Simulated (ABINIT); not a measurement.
# BN (P6_3/mmc): G0W0 on several meshes in ABINIT

Wanted: mesh dependence and cost of G0W0 for BN (P6_3/mmc).

Program: ABINIT 10.8.3. Level of theory: LDA and many-body steps on it, plane waves. Results are calculated unless marked as measured.

## Step 1: The structure

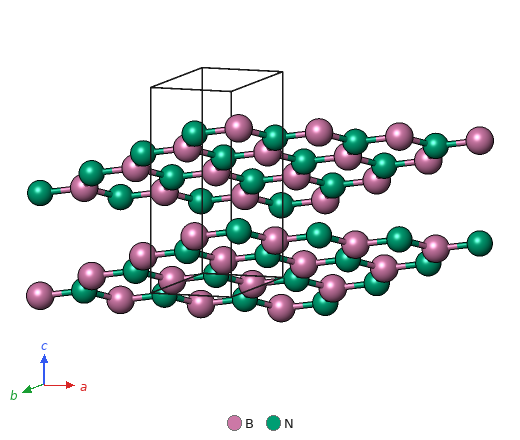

Start, viewed from a free direction; boron pink, nitrogen teal. 4×4×1 cells are drawn.

The cell and positions come from the Crystallography Open Database and are kept as given unless a step says otherwise.

## Step 2: Empty states on the mesh, 6×6×2 mesh, 934 bands

This step: ABINIT 10.8.3; DFT, LDA, plane waves, norm-conserving pseudopotentials.

The sums over transitions need many empty states on a uniform mesh; this step solves for them.

The input, run.abi:

```
acell 3*1.0 Angstrom
rprim 
  2.503989999987 0.000000000003 0.000000000000
  -1.251994999996 2.168518950810 0.000000000000
  0.000000000000 0.000000000000 6.661200000000
ntypat 2
znucl 5 7
natom 4
typat 1 1 2 2
xred 
  0.333333333333 0.666666666667 0.250000000000
  0.666666666667 0.333333333333 0.750000000000
  0.333333333333 0.666666666667 0.750000000000
  0.666666666667 0.333333333333 0.250000000000
pp_dirpath "pseudos"
pseudos "B.upf, N.upf"
ecut 36
ngkpt 6 6 2
nshiftk 1
shiftk 0 0 0
kptopt 1
chksymbreak 0
irdden 1
istwfk *1
nband 934
prtvol 0
optdriver 6
gwr_task "HDIAGO"
paral_kgb 0
occopt 1
indata_prefix "in"
outdata_prefix "out"
tmpdata_prefix "tmp"
```

Launch:

```sh
$ OMP_NUM_THREADS=1 mpirun -n 4 abinit run.abi > log
```

Log:

```text
.Version 10.8.3 of ABINIT. v10.8.2 released Aug 2026.

 Symmetries : space group P6_3/m m c (#194); Bravais hP (primitive hexag.)
[... echo of the input left out ...]
== DATASET  1 ==================================================================
-   mpi_nproc: 4, omp_nthreads: 1 (-1 if OMP is not activated)

--- !DatasetInfo
iteration_state: {dtset: 1, }
dimensions: {natom: 4, nkpt: 14, mband: 934, nsppol: 1, nspinor: 1, nspden: 1, mpw: 2542, }
cutoff_energies: {ecut:  36.0, pawecutdg:  -1.0, }
[...]
Indirect band gap semiconductor
 Fundamental gap:     4.124 (eV)
   VBM:     2.518 (eV) at k: [ 3.3333E-01,  3.3333E-01,  5.0000E-01]
   CBM:     6.641 (eV) at k: [ 5.0000E-01,  0.0000E+00,  0.0000E+00]
 Direct gap:         4.532 (eV) at k: [ 3.3333E-01,  3.3333E-01,  5.0000E-01]

== END DATASET(S) ==============================================================
================================================================================

 -outvars: echo values of variables after computation  --------
           etotal      0.0000000000E+00
            nband         934
             nkpt          14
          spgroup         194
 [... the other variables as echoed above ...]

 Calculation completed.
```

Run time: 64 s. Hardware: 4 MPI ranks of Arm Neoverse V1, shared host; peak memory 1.7 GiB.

This step gave:

```
gap                                                           : 4.124 eV
k of the valence top                                          : 0.3333, 0.3333, 0.5
k of the conduction bottom                                    : 0.5, 0, 0
least direct gap                                              : 4.532 eV
k points computed                                             : 14
lowest point of the top converged band, above the valence top : 482.8216 eV
```

On this mesh the gap is 4.124 eV.

The density comes from a self-consistent run that is not shown.

## Step 3: Screening, 6×6×2 mesh, 190 bands, screening to 203.5 eV

The RPA dielectric matrix is built and inverted for each q.

This step: RPA screening on LDA, plane waves, norm-conserving pseudopotentials.

Changes to run.abi since step 2:

```diff
@@ -22,10 +22,11 @@
 chksymbreak 0
-irdden 1
 istwfk *1
-nband 934
-prtvol 0
-optdriver 6
-gwr_task "HDIAGO"
-paral_kgb 0
 occopt 1
+irdwfk 1
+optdriver 3
+nband 190
+ecuteps 7.48
+inclvkb 2
+awtr 1
+symchi 1
 indata_prefix "in"
```

Log:

```text
.Version 10.8.3 of ABINIT. v10.8.2 released Aug 2026.

 Symmetries : space group P6_3/m m c (#194); Bravais hP (primitive hexag.)
[... echo of the input left out ...]
== DATASET  1 ==================================================================
-   mpi_nproc: 4, omp_nthreads: 1 (-1 if OMP is not activated)

--- !DatasetInfo
iteration_state: {dtset: 1, }
dimensions: {natom: 4, nkpt: 14, mband: 190, nsppol: 1, nspinor: 1, nspden: 1, mpw: 2542, }
cutoff_energies: {ecut:  36.0, pawecutdg:  -1.0, }
electrons: {nelect:   1.60000000E+01, charge:   0.00000000E+00, occopt:   1.00000000E+00, tsmear:   1.00000000E-02, }

 SCREENING: Calculation of the susceptibility and dielectric matrices

 Based on a program developped by R.W. Godby, V. Olevano, G. Onida, and L. Reining.
 Incorporated in ABINIT by V. Olevano, G.-M. Rignanese, and M. Torrent.
.Using double precision arithmetic ; gwpc =  8

[... cell and pseudopotentials left out ...]
--------------------------------------------------------------------------------

 ==== K-mesh for the wavefunctions ====
 Number of points in the irreducible wedge :    14
[... list of points left out ...]
 Together with 24 symmetry operations and time-reversal symmetry
 yields    72 points in the full Brillouin Zone.

 ==== Q-mesh for the screening function ====
 Number of points in the irreducible wedge :    14
[... list of points left out ...]
 Together with 24 symmetry operations and time-reversal symmetry
 yields    72 points in the full Brillouin Zone.

 setmesh: FFT mesh size selected  =    15x   15x   50
          total number of points  =        11250

 vcoul_init : cutoff-mode = AUXILIARY_FUNCTION
 q-points for optical limit:   1
     1)      0.000010    0.000020    0.000030

- screening: taking advantage of time-reversal symmetry
- Maximum band index for partially occupied states nbvw = 8
- Remaining bands to be divided among processors   nbcw = 182
- Number of bands treated by each node ~45

 Number of electrons calculated from density =   16.0000; Expected =   16.0000
 average of density, n =  0.065550
 r_s =    1.5386
 omega_plasma =   24.6969 [eV]

 calculating chi0 at frequencies [eV] :
  1    0.000000E+00    0.000000E+00
  2    0.000000E+00    2.469694E+01

--------------------------------------------------------------------------------
  q-point number  1        q = ( 0.000000, 0.000000, 0.000000) [r.l.u.]
--------------------------------------------------------------------------------
[... chi0 elements left out ...]
 For q-point:  0.000010 0.000020 0.000030
  dielectric constant =   4.3616
  dielectric constant without local fields =   4.6891

  Average fulfillment of the sum rule on Im[epsilon] for q-point    1 :     93.56  [%]
[... wings left out ...]
  q-point number  2        q = ( 0.166667, 0.000000, 0.000000) [r.l.u.]
--------------------------------------------------------------------------------
[... chi0 elements left out ...]
  Average fulfillment of the sum rule on Im[epsilon] for q-point    2 :     96.41  [%]

 [... 12 further q-points ...]
```

Run time: 63 s. Hardware: 4 MPI ranks; peak memory 0.94 GiB.

Numbers from this step:

```
ε∞ with local fields, on this mesh, along the program's q direction : 4.362
the same without local fields                                       : 4.689
plasma frequency                                                    : 24.70 eV
plane waves in the screening matrix                                 : 225
```

Local fields lower ε∞ by 7 %. On a Γ-centred mesh this coarse the value itself is usually too large, while a short band sum pulls it down.

## Step 4: 6×6×2

The self-energy is evaluated for the states that the input lists, and the levels follow from it, in one-shot runs by the linearised quasiparticle equation.

This step: G0W0 on LDA, plane waves, norm-conserving pseudopotentials.

Changes to run.abi since step 3:

```diff
@@ -25,8 +25,23 @@
 irdwfk 1
-optdriver 3
+optdriver 4
 nband 190
+gwcalctyp 0
+ecutsigx 36
+symsigma 1
+nkptgw 5
+kptgw 
+  0.3333333333 0.3333333333 0.5000000000
+  0.5000000000 0.0000000000 0.0000000000
+  0.0000000000 0.0000000000 0.0000000000
+  0.0000000000 0.0000000000 0.5000000000
+  0.5000000000 0.0000000000 0.5000000000
+bdgw 
+  7 10
+  7 10
+  7 10
+  5 10
+  7 10
 ecuteps 7.48
-inclvkb 2
-awtr 1
-symchi 1
+irdscr 1
+ppmodel 1
 indata_prefix "in"
```

Log:

```text
.Version 10.8.3 of ABINIT. v10.8.2 released Aug 2026.

 Symmetries : space group P6_3/m m c (#194); Bravais hP (primitive hexag.)
[... echo of the input left out ...]
== DATASET  1 ==================================================================
-   mpi_nproc: 4, omp_nthreads: 1 (-1 if OMP is not activated)

--- !DatasetInfo
iteration_state: {dtset: 1, }
dimensions: {natom: 4, nkpt: 14, mband: 190, nsppol: 1, nspinor: 1, nspden: 1, mpw: 2542, }
cutoff_energies: {ecut:  36.0, pawecutdg:  -1.0, }
electrons: {nelect:   1.60000000E+01, charge:   0.00000000E+00, occopt:   1.00000000E+00, tsmear:   1.00000000E-02, }

 SIGMA: Calculation of the GW corrections

 Based on a program developped by R.W. Godby, V. Olevano, G. Onida, and L. Reining.
 Incorporated in ABINIT by V. Olevano, G.-M. Rignanese, and M. Torrent.
.Using double precision arithmetic ; gwpc =  8

[... cell and pseudopotentials left out ...]
--------------------------------------------------------------------------------

 ==== K-mesh for the wavefunctions ====
 Number of points in the irreducible wedge :    14
[... list of points left out ...]
 Together with 24 symmetry operations and time-reversal symmetry
 yields    72 points in the full Brillouin Zone.

 ==== Q-mesh for screening function ====
 Number of points in the irreducible wedge :    14
[... list of points left out ...]
 Together with 24 symmetry operations and time-reversal symmetry
 yields    72 points in the full Brillouin Zone.

 vcoul_init : cutoff-mode = AUXILIARY_FUNCTION
 q-points for optical limit:   1
     1)      0.000010    0.000020    0.000030
 setmesh: FFT mesh size selected  =    24x   24x   72
          total number of points  =        41472

 Number of electrons calculated from density =   16.0000; Expected =   16.0000
 average of density, n =  0.065550
 r_s =    1.5386
 omega_plasma =   24.6969 [eV]

 === KS Band Gaps ===
  >>>> For spin  1
   Minimum direct gap =   4.5317 [eV], located at k-point      :   0.3333  0.3333  0.5000
   Fundamental gap    =   4.1235 [eV], Top of valence bands at :   0.3333  0.3333  0.5000
                                       Bottom of conduction at :   0.5000  0.0000  0.0000
 SIGMA fundamental parameters:
 PLASMON POLE MODEL  1
 number of plane-waves for SigmaX                 2481
 number of plane-waves for SigmaC and W            225
 number of plane-waves for wavefunctions          2481
 number of bands                                   190
 number of independent spin polarizations            1
 number of spinorial components                      1
 number of k-points in IBZ                          14
 number of q-points in IBZ                          14
 number of symmetry operations                      24
 number of k-points in BZ                           72
 number of q-points in BZ                           72
 number of frequencies for dSigma/dE                 9
 frequency step for dSigma/dE [eV]                0.25
 number of omega for Sigma on real axis              0
 max omega for Sigma on real axis  [eV]           0.00
 zcut for avoiding poles [eV]                     0.10

 EPSILON^-1 parameters (SCR file):
 dimension of the eps^-1 matrix on file            225
 dimension of the eps^-1 matrix used               225
 number of plane-waves for wavefunctions          2481
 number of bands                                   190
 number of q-points in IBZ                          14
 number of frequencies                               2
 number of real frequencies                          1
 number of imag frequencies                          1

 matrix elements of self-energy operator (all in [eV])

 Perturbative Calculation

--- !SelfEnergy_ee
iteration_state: {dtset: 1, }
kpoint     : [   0.333,    0.333,    0.500, ]
spin       : 1
KS_gap     :    4.532
QP_gap     :    6.185
Delta_QP_KS:    1.654
data: !SigmaeeData |
     Band     E0 <VxcDFT>   SigX SigC(E0)      Z dSigC/dE  Sig(E)    E-E0       E
        7   2.518 -16.484 -19.872   2.355   0.798  -0.254 -17.307  -0.823   1.694
        8   2.518 -16.484 -19.872   2.355   0.798  -0.254 -17.307  -0.823   1.694
        9   7.049 -11.120  -5.635  -4.479   0.826  -0.211 -10.289   0.830   7.880
       10   7.049 -11.120  -5.635  -4.479   0.826  -0.211 -10.289   0.830   7.880

--- !SelfEnergy_ee
iteration_state: {dtset: 1, }
kpoint     : [   0.500,    0.000,    0.000, ]
spin       : 1
KS_gap     :    4.560
QP_gap     :    6.228
Delta_QP_KS:    1.668
data: !SigmaeeData |
     Band     E0 <VxcDFT>   SigX SigC(E0)      Z dSigC/dE  Sig(E)    E-E0       E
        7   1.052 -14.770 -18.519   2.512   0.798  -0.253 -15.757  -0.987   0.065
        8   2.081 -16.252 -19.861   2.503   0.796  -0.256 -17.132  -0.880   1.201
[...]
--- !SelfEnergy_ee
iteration_state: {dtset: 1, }
kpoint     : [   0.000,    0.000,    0.000, ]
spin       : 1
KS_gap     :    6.264
QP_gap     :    8.038
Delta_QP_KS:    1.775
data: !SigmaeeData |
     Band     E0 <VxcDFT>   SigX SigC(E0)      Z dSigC/dE  Sig(E)    E-E0       E
[...]
--- !SelfEnergy_ee
iteration_state: {dtset: 1, }
kpoint     : [   0.000,    0.000,    0.500, ]
spin       : 1
KS_gap     :    8.665
QP_gap     :   10.666
Delta_QP_KS:    2.001
data: !SigmaeeData |
     Band     E0 <VxcDFT>   SigX SigC(E0)      Z dSigC/dE  Sig(E)    E-E0       E
[...]
--- !SelfEnergy_ee
iteration_state: {dtset: 1, }
kpoint     : [   0.500,    0.000,    0.500, ]
spin       : 1
KS_gap     :    5.534
QP_gap     :    7.304
Delta_QP_KS:    1.770
data: !SigmaeeData |
     Band     E0 <VxcDFT>   SigX SigC(E0)      Z dSigC/dE  Sig(E)    E-E0       E
[...]
8   1.586 -15.522 -19.193   2.497   0.797  -0.254 -16.458  -0.935   0.651
        9   7.120 -11.212  -5.954  -4.250   0.829  -0.206 -10.377   0.835   7.955
       10   7.120 -11.212  -5.954  -4.250   0.829  -0.206 -10.377   0.835   7.955

== END DATASET(S) ==============================================================
================================================================================

 -outvars: echo values of variables after computation  --------
           etotal      0.0000000000E+00
            nband         190
             nkpt          14
          spgroup         194
 [... the other variables as echoed above ...]

 Calculation completed.
```

Wall time 53 s (4 MPI ranks); peak memory 1 GiB; 3.5 min of CPU time.

This step gave:

```
G0W0 gap on the mesh                         : 5.735 eV
starting gap on the mesh                     : 4.124 eV
k of the valence top                         : 0.3333, 0.3333, 0.5
k of the conduction bottom                   : 0.5, 0, 0
Z at the valence top                         : 0.798
Z at the conduction bottom                   : 0.834
least direct G0W0 gap on the computed points : 6.186 eV
```

The gap on the mesh goes from 4.12 eV to 5.74 eV, a correction of +1.61 eV.

## Step 5: Empty states on the mesh, 3×3×2 mesh, 198 bands

This step: DFT, LDA, plane waves, norm-conserving pseudopotentials.

The input, run.abi:

```
acell 3*1.0 Angstrom
rprim 
  2.503989999987 0.000000000003 0.000000000000
  -1.251994999996 2.168518950810 0.000000000000
  0.000000000000 0.000000000000 6.661200000000
ntypat 2
znucl 5 7
natom 4
typat 1 1 2 2
xred 
  0.333333333333 0.666666666667 0.250000000000
  0.666666666667 0.333333333333 0.750000000000
  0.333333333333 0.666666666667 0.750000000000
  0.666666666667 0.333333333333 0.250000000000
pp_dirpath "pseudos"
pseudos "B.upf, N.upf"
ecut 36
ngkpt 3 3 2
nshiftk 1
shiftk 0 0 0
kptopt 1
chksymbreak 0
irdden 1
istwfk *1
nband 198
prtvol 0
optdriver 6
gwr_task "HDIAGO"
paral_kgb 0
occopt 1
indata_prefix "in"
outdata_prefix "out"
tmpdata_prefix "tmp"
```

Log:

```text
[banner, memory and clock lines left out]
.Version 10.8.3 of ABINIT. v10.8.2 released Aug 2026.

 Symmetries : space group P6_3/m m c (#194); Bravais hP (primitive hexag.)
[... echo of the input left out ...]
== DATASET  1 ==================================================================
-   mpi_nproc: 4, omp_nthreads: 1 (-1 if OMP is not activated)

--- !DatasetInfo
iteration_state: {dtset: 1, }
dimensions: {natom: 4, nkpt: 6, mband: 198, nsppol: 1, nspinor: 1, nspden: 1, mpw: 2521, }
cutoff_energies: {ecut:  36.0, pawecutdg:  -1.0, }
[...]
Integrated=    1.6000E+01

 === KS gaps after direct diagonalization ===
 Direct band gap semiconductor
 Fundamental gap:     4.532 (eV)
   VBM:     2.518 (eV) at k: [ 3.3333E-01,  3.3333E-01,  5.0000E-01]
   CBM:     7.049 (eV) at k: [ 3.3333E-01,  3.3333E-01,  5.0000E-01]
 Direct gap:         4.532 (eV) at k: [ 3.3333E-01,  3.3333E-01,  5.0000E-01]

== END DATASET(S) ==============================================================

 -outvars: echo values of variables after computation  --------
           etotal      0.0000000000E+00
            nband         198
             nkpt           6
          spgroup         194
 [... the other variables as echoed above ...]

 Calculation completed.
```

Run time: 27 s. Hardware: 4 MPI ranks; peak memory 1.6 GiB; 1.8 min of CPU time.

This step gave:

```
gap                                                           : 4.532 eV
k of the valence top                                          : 0.3333, 0.3333, 0.5
k of the conduction bottom                                    : 0.3333, 0.3333, 0.5
least direct gap                                              : 4.532 eV
k points computed                                             : 6
lowest point of the top converged band, above the valence top : 157.4462 eV
```

On this mesh the gap is 4.532 eV.

(Part 1 of 2 ends here.)

[Paths, hosts, dates, memory and timing lines, banners, echoed tables and standing remarks are left out of the program output.]

[Logs are printed without paths, hosts, clocks, repeated set-up lines and the standing remarks that a program may print on its own settings, such as how far it seeks lower states.]

[Runs of the session that timed out or met a known fault of the program may be left out.]

[Hosts, paths, dates, database ids (printed as entryN), source tags and the programs' standing remarks are cut or masked in the printed files.]

[G0W0 gaps are taken among the corrected bands and points alone; a level outside them can change the order at an edge.]

[Where Ansatz stands beside ABINIT at settings called matched, ABINIT's density can come from a denser mesh and the files from another edition; pairs whose starting gaps differed by over 0.03 eV were left out, so agreement reads better than it is.]
